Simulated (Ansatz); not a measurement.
**What a change does: single-point calculation on CH6AlFSSi**

System: CH6AlFSSi.
Method of run A: RKS PBE-D4/def2-TZVPP (Ansatz 0.2.0).

The geometry comes from this level: PBE0-D4/def2-TZVP. Text and figures count atoms from 1; the logs count them from 0 in places.

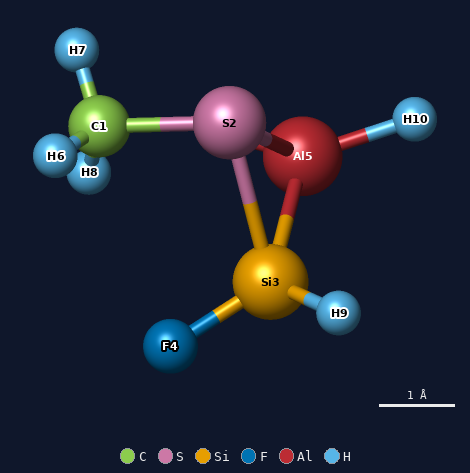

**Figure 1.** The input geometry (ball-and-stick view, seen at a tilt; atoms are numbered from 1 in the order of the input). Sticks mark near contacts.

Input, run A:
```yaml
crystal:
  periodic: [false, false, false]
  atoms:
    - {symbol: C, position_ang: [-1.640824, 0.086628, 0.194260]}
    - {symbol: S, position_ang: [-0.150954, 0.781333, 0.974071]}
    - {symbol: Si, position_ang: [1.262837, -0.955100, 0.553954]}
    - {symbol: F, position_ang: [0.345029, -2.276172, 0.549368]}
    - {symbol: Al, position_ang: [1.264199, 0.832699, -1.049390]}
    - {symbol: H, position_ang: [-2.155065, -0.539287, 0.920595]}
    - {symbol: H, position_ang: [-2.274375, 0.921956, -0.098694]}
    - {symbol: H, position_ang: [-1.390954, -0.502864, -0.687847]}
    - {symbol: H, position_ang: [2.080955, -1.034116, 1.796203]}
    - {symbol: H, position_ang: [2.443739, 1.869381, -0.842944]}
    - {symbol: H, position_ang: [0.280612, 0.758544, -2.288978]}
basis:
  gaussian: {orbitals: def2-TZVPP}
hamiltonian: {xc: pbe, dispersion: d4}
output: {forces: true, orbitals: {seedname: orbitals}}
```

Command:
```bash
ansatz run in.yaml --threads 4 --pin off --events-out ev --progress --plain --max-ram 10444MiB
```

Hardware: 4 threads of Arm Neoverse V2, 23 GiB of memory available, shared host.

Output (run A):
```
Functional definition: PBE
  parameter kappa = 0.804
  parameter beta = 0.06672455060314922
  exchange = pbe_x(kappa = kappa, mu = beta*pi^2/3)
  correlation = pbe_c(beta = beta)
1531 factors; their error is unknown
mean field evaluation 1: about -29141.0461 eV, gradient 6.3e1 eV
mean field evaluation 2: about -29124.6948 eV, gradient 1.1e2 eV
mean field evaluation 4: about -29149.3221 eV, gradient 8.4e0 eV
mean field evaluation 8: about -29149.4563 eV, gradient 1.9e-1 eV
mean field evaluation 16: about -29149.4244 eV, gradient 7.8e-4 eV
mean field -29149.42442394 eV, -1071.2215893902 hartree, gradient 2.5e-5 eV, S^2 0.000000; 0 other end points of the search recorded, 0 dependent functions left out
the calculation of the forces begins
reference -29149.42447224 eV, -1071.2215911652 hartree; 32, 32 occupied and 240, 240 virtual orbitals, 1531 factors
Total energy: -29149.72955704 eV, -1071.2328028249 hartree
Atom 0 at    -1.640824     0.086628     0.194260 Å, force    -0.048386    -0.024720    -0.020517 eV/Å
Atom 1 at    -0.150954     0.781333     0.974071 Å, force     0.072906     0.279974     0.233421 eV/Å
Atom 2 at     1.262837    -0.955100     0.553954 Å, force     0.380150     0.295055    -0.165925 eV/Å
Atom 3 at     0.345029    -2.276172     0.549368 Å, force    -0.355294    -0.540654    -0.001037 eV/Å
Atom 4 at     1.264199     0.832699    -1.049390 Å, force     0.028660    -0.003189    -0.048414 eV/Å
Atom 5 at    -2.155065    -0.539287     0.920595 Å, force    -0.109412    -0.129929     0.143258 eV/Å
Atom 6 at    -2.274375     0.921956    -0.098694 Å, force    -0.128923     0.166539    -0.062234 eV/Å
Atom 7 at    -1.390954    -0.502864    -0.687847 Å, force     0.041976    -0.121857    -0.184915 eV/Å
Atom 8 at     2.080955    -1.034116     1.796203 Å, force     0.101904     0.008861     0.175352 eV/Å
Atom 9 at     2.443739     1.869381    -0.842944 Å, force     0.086519     0.071824     0.017445 eV/Å
Atom 10 at     0.280612     0.758544    -2.288978 Å, force    -0.070098    -0.001903    -0.086436 eV/Å
Dipole moment:    -0.283677    -0.016178     0.069770 e Å
```

The input of run B differs as follows (lines with − go, lines with + come):
```diff
-hamiltonian: {xc: pbe, dispersion: d4}
+hamiltonian: {xc: {name: wB97M-V}}
```

How does run B compare with run A?

The total energies belong to different models, so their difference says nothing on which is more stable or more accurate. The largest force goes from 0.647 to 0.252 eV/Å. The HOMO goes from −5.80 to −8.81 eV. The LUMO goes from −1.94 to 0.78 eV. The dipole moment goes from 1.41 to 1.18 D. On the same kind of shared host run B took about 4.5 times as long.

Output (run B):
```
Functional definition: wB97M-V
  parameter omega = 0.3/bohr
  parameter cx = 0.15
  parameter cx01 = 1.007
  parameter cx10 = 0.259
  parameter css00 = 0.443
  parameter css04 = -1.437
  parameter css10 = -4.535
  parameter css20 = -3.390
  parameter css43 = 4.278
  parameter cos00 = 1.000
  parameter cos10 = 1.358
  parameter cos20 = 2.924
  parameter cos21 = -8.812
  parameter cos60 = -1.390
  parameter cos61 = 9.142
  parameter b = 6.0
  parameter c = 0.01
  gx(w, u) = 1 - cx + cx01*u + cx10*w
  gss(w, u) = css00 + css04*u^4 + css10*w + css20*w^2 + css43*w^4*u^3
  gos(w, u) = cos00 + cos10*w + (cos20 + cos21*u)*w^2 + (cos60 + cos61*u)*w^6
  exchange = spin_sum(e_x_unif_sr(omega)*gx(b97_w, b97_u_x)) + cx*exact_x_sr(omega) + exact_x_lr(omega)
  correlation = spin_sum(e_c_pw_mod_same_spin*gss(b97_w, b97_u_same))
      + integral(e_c_pw_mod_opposite_spin*gos(b97_w_opposite, b97_u_opposite)) + vv10(b, c)
1544 factors; their error is unknown
351 factors; integrals over basis functions are off by at most 1.1e-5 eV
mean field evaluation 1: about -29160.0895 eV, gradient 3.9e1 eV
mean field evaluation 2: about -29160.4188 eV, gradient 4.2e1 eV
mean field evaluation 4: about -29163.0110 eV, gradient 1.8e0 eV
mean field evaluation 8: about -29163.0364 eV, gradient 4.6e-2 eV
mean field evaluation 16: about -29163.0364 eV, gradient 9.1e-5 eV
mean field -29163.03640540 eV, -1071.7218204825 hartree, gradient 4.6e-5 eV, S^2 0.000000; 0 other end points of the search recorded, 0 dependent functions left out
the calculation of the forces begins
reference -29163.03646265 eV, -1071.7218225864 hartree; 32, 32 occupied and 240, 240 virtual orbitals, 1544 factors
Total energy: -29163.03646265 eV, -1071.7218225864 hartree
Atom 0 at    -1.640824     0.086628     0.194260 Å, force    -0.129953    -0.060353    -0.072326 eV/Å
Atom 1 at    -0.150954     0.781333     0.974071 Å, force     0.078703     0.076254     0.108518 eV/Å
Atom 2 at     1.262837    -0.955100     0.553954 Å, force     0.223719     0.090220     0.074379 eV/Å
Atom 3 at     0.345029    -2.276172     0.549368 Å, force    -0.109992    -0.100407     0.015818 eV/Å
Atom 4 at     1.264199     0.832699    -1.049390 Å, force     0.021709     0.109936    -0.108969 eV/Å
Atom 5 at    -2.155065    -0.539287     0.920595 Å, force     0.036020     0.048811    -0.079500 eV/Å
Atom 6 at    -2.274375     0.921956    -0.098694 Å, force     0.039424    -0.088826     0.014699 eV/Å
Atom 7 at    -1.390954    -0.502864    -0.687847 Å, force    -0.032216     0.033036     0.064028 eV/Å
Atom 8 at     2.080955    -1.034116     1.796203 Å, force    -0.105384     0.012953    -0.130931 eV/Å
Atom 9 at     2.443739     1.869381    -0.842944 Å, force    -0.124834    -0.119168    -0.022271 eV/Å
Atom 10 at     0.280612     0.758544    -2.288978 Å, force     0.102804    -0.002455     0.136555 eV/Å
Dipole moment:    -0.241160    -0.018689     0.042458 e Å
```

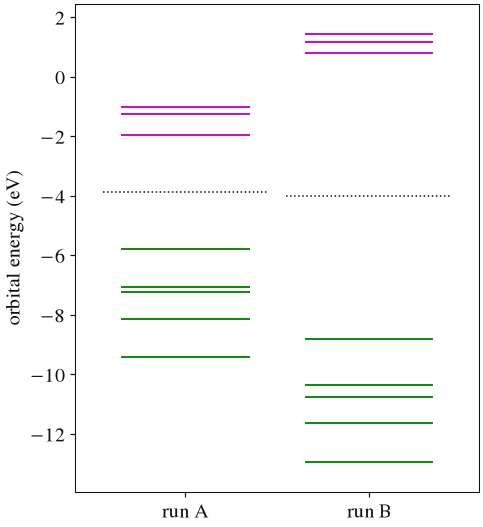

**Figure 2.** The five highest filled and three lowest empty orbital energies of the two runs; the dotted lines part filled from empty levels. The HOMO–LUMO gap is 3.86 eV in run A and 9.59 eV in run B.

The two runs side by side:

| quantity | run A | run B |
| --- | --- | --- |
| outcome | converged | converged |
| total energy (hartree) | −1071.232803 | −1071.721823 |
| HOMO (eV) | −5.80 | −8.81 |
| LUMO (eV) | −1.94 | 0.78 |
| dipole moment (D) | 1.41 | 1.18 |
| largest force (eV/Å) | 0.647 | 0.252 |
| basis functions | 272 | 272 |
| wall time (shared host) | 2.7 s | 12 s |
